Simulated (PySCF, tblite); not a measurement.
# C₆H₁₀BClO: geometry, infrared bands and NMR shifts

What infrared bands and NMR shifts should C₆H₁₀BClO (`C=C/C(C)=C\B(Cl)OC`) show?

Programs: tblite 0.8.0 and PySCF 2.14.0, with density-fitted response routines of our own. Each step states its level of theory. These are calculated values for one molecule in the gas phase, unless marked as measured. Atoms count from 0, in the outputs and in this text.

**1. The starting structure**

19 atoms, charge 0, multiplicity 1; geometry from: force field or distance geometry start.

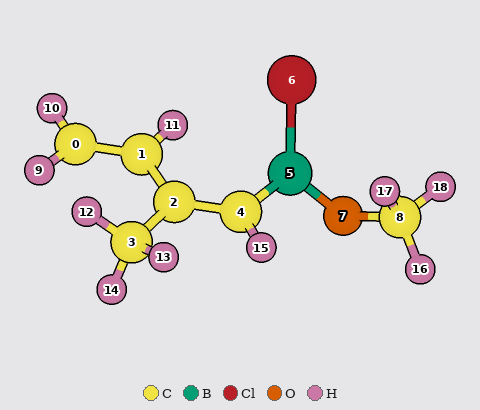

The starting geometry (carbon yellow, boron teal, chlorine red, oxygen orange, hydrogen pink), atoms numbered; sticks join atoms by distance.

**2. Relaxing the molecule with GFN2-xTB**

Job settings and geometry (Å):

```
{"job": {"kind": "relax", "xc": "GFN2-xTB", "basis": "xTB"}, "charge": 0, "multiplicity": 1}
C     -2.591700     1.590200    -0.705400
C     -1.355900     1.217200    -0.509100
C     -0.985100    -0.157900    -0.118500
C     -2.037000    -1.212500     0.049000
C      0.254700    -0.532300     0.089800
B      1.428600     0.474400    -0.072600
Cl     1.498500     2.058800     0.832100
O      2.595300    -0.005100    -0.851200
C      3.454800    -0.633800     0.041700
H     -3.441900     0.910400    -0.600300
H     -2.852700     2.619900    -0.988500
H     -0.594000     1.976600    -0.625900
H     -2.964900    -0.769900     0.462300
H     -1.658000    -2.018000     0.729300
H     -2.289600    -1.659900    -0.941600
H      0.455900    -1.558800     0.373200
H      3.790100    -1.630800    -0.296600
H      2.931800    -0.681400     1.018100
H      4.351400     0.022000     0.122100
```

On the command line:

```
$ OMP_NUM_THREADS=1 python probes_run.py task.json out
```

This one command runs all jobs of the session in turn.

**Question.** This job is followed by: GFN2-xTB harmonic vibrations, gas phase; GIAO PBE0/pcSseg-1 NMR shielding, non-relativistic, gas phase. What will the session give for the following? strongest single infrared mode (GFN2-xTB); zero-point energy (GFN2-xTB); 13C shifts against TMS (PBE0/pcSseg-1); 1H shifts against TMS (PBE0/pcSseg-1, means over atoms taken as alike); 11B shifts against BF3·OEt2 (PBE0/pcSseg-1); 35Cl shifts against HCl (PBE0/pcSseg-1); 17O shifts against H2O (PBE0/pcSseg-1); surface potential, least and greatest.

As calculated:

| quantity | value |
| --- | --- |
| strongest single infrared mode (GFN2-xTB) | 1283 cm⁻¹, 406 km/mol |
| zero-point energy (GFN2-xTB) | 92.8 kcal/mol |
| 13C shifts against TMS (PBE0/pcSseg-1) | 166.0, 144.1, 134.3, 125.0, 55.1, 26.0 ppm |
| 1H shifts against TMS (PBE0/pcSseg-1, means over atoms taken as alike) | 8.52, 5.96, 5.66, 5.65, 4.23, 2.13 ppm |
| 11B shifts against BF3·OEt2 (PBE0/pcSseg-1) | 31.5 ppm |
| 35Cl shifts against HCl (PBE0/pcSseg-1) | 115 ppm |
| 17O shifts against H2O (PBE0/pcSseg-1) | 162.4 ppm |
| surface potential, least and greatest | -0.91 V and 0.87 V |

In words: The optimisation took 99 steps and gained 1.460 eV; among the close pairs (by a distance rule), B5–O7 changed most, from 1.482 to 1.332 Å. The lowest mode is slightly imaginary (5i cm⁻¹), a soft motion within the noise of the Hessian, so the minimum is not strictly shown. The strongest single mode, at 1283 cm⁻¹, moves mainly B5 and O7. GFN2-xTB is a fitted tight-binding method: band positions and strengths are rough. Its intensities can rank the bands wrongly. At PBE0/pcSseg-1: Shielding is most anisotropic at Cl6 (span 375 ppm, paramagnetic term -317 ppm). By nearest atom (PBE0/pcSseg-1), the HOMO sits on C4 30 %; C0 22 % and the LUMO on C2 20 %; B5 17 %.
